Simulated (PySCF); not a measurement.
C₄H₈NSi₃ (doublet)

The calculation's input:

```
{"job": {"kind": "epr", "basis": "pcH-1"}, "charge": 0, "multiplicity": 2}
C      3.400195    -1.192611     1.817394
C      3.004845    -0.590162     0.848646
Si     2.304340     0.431018    -0.507308
Si     0.129293    -0.015974    -1.049712
C     -0.404841     1.518253    -1.981490
N     -0.694136     2.463187    -2.562257
C     -0.881324    -0.106048     0.564768
Si    -2.769999     0.002824     0.369613
H      3.764067    -1.739534     2.639299
H      3.383252     0.615580    -1.485003
H     -0.330386    -1.106904    -1.937793
H     -0.626400    -1.040092     1.067778
H     -0.552888     0.690491     1.234607
H     -3.237320    -1.131566    -0.432047
H     -3.391023    -0.051697     1.695209
H     -3.105274     1.262180    -0.293116
```

Launched as:

```sh
OMP_NUM_THREADS=1 python probes_run.py task.json out
```

Geometry: GFN2-xTB.

The calculation used UKS B3LYP, pcH-1 on C H N Si, non-relativistic, mean-field spin-orbit, GIAO in PySCF.

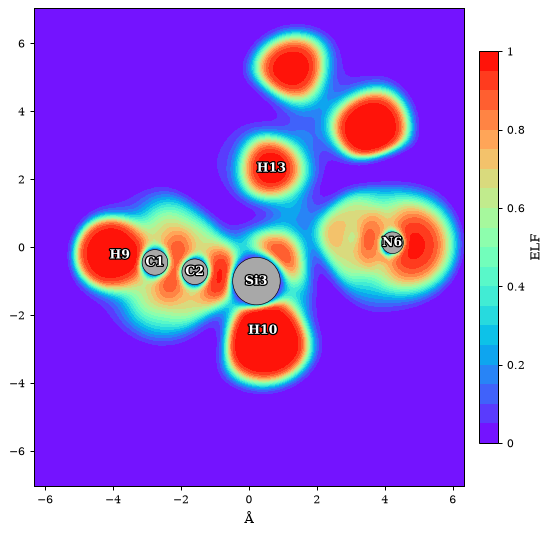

Figure 1. ELF on the plane of atoms C2, Si3 and H10. Grey discs cover the atomic cores.

Q: Describe what can be read from this map.

A: The plane passes through C, Si, N and H nuclei.
C–C (1.21 Å): the ELF peaks at about 0.85 between the atoms; a short, multiple covalent bond.
C–Si (1.84 Å): the ELF peaks at about 0.95 between the atoms; a shared electron pair.
C–H (1.05 Å): the ELF climbs to about 1 towards the hydrogen, as it does in any bond to H; a covalent bond by its length.
Si–H (1.47 Å): the ELF climbs to about 1 towards the hydrogen.
The ELF also peaks beside N6, away from the bonds: non-bonding electrons, paired or unpaired.

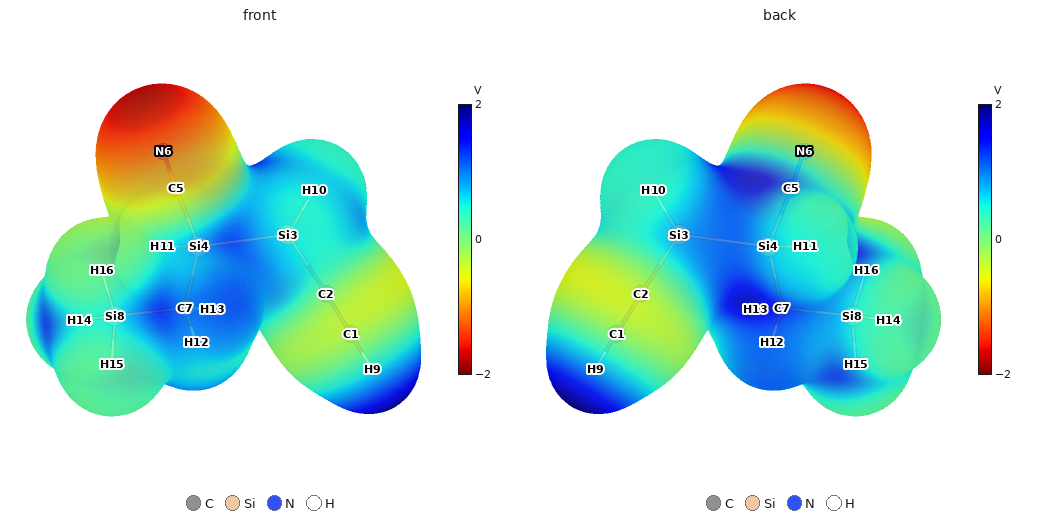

Figure 2. The molecular electrostatic potential painted on the density surface at 0.002 e/bohr³, seen from the front and from behind; the colour scale runs from red (negative) to blue (positive).

Q: Which sites attract a positive test charge, and which a negative one?

A: A positive charge is drawn to the negative regions and a negative charge to the positive ones. The most negative region (about −1.8 V) lies over N6, the most positive (about +1.9 V) over H9. N6 is the likeliest acceptor of a hydrogen bond.
